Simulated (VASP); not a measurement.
Band structure of ScCd (space group Pm-3m). Level of theory: PBEsol GGA, VASP's PBE PAW potentials (set 64) (plane waves; VASP 6.6.1).

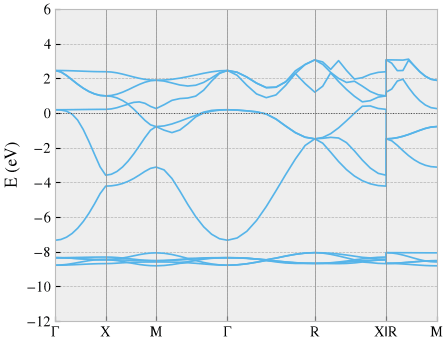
Figure: Bands along high-symmetry lines, zero at the valence-band maximum or, without a gap, the Fermi level

**Question.** Read the plot: is there a gap, and where are the band edges?

**Answer.** It has no gap at this level: it comes out as a metal or semimetal.

The structure comes from a computed database's ScCd entry (Pm-3m); how it stands against other phases isn't given here. The cell was not relaxed at this level. The electron count is odd and the run is not spin-polarised, which forces a metal.
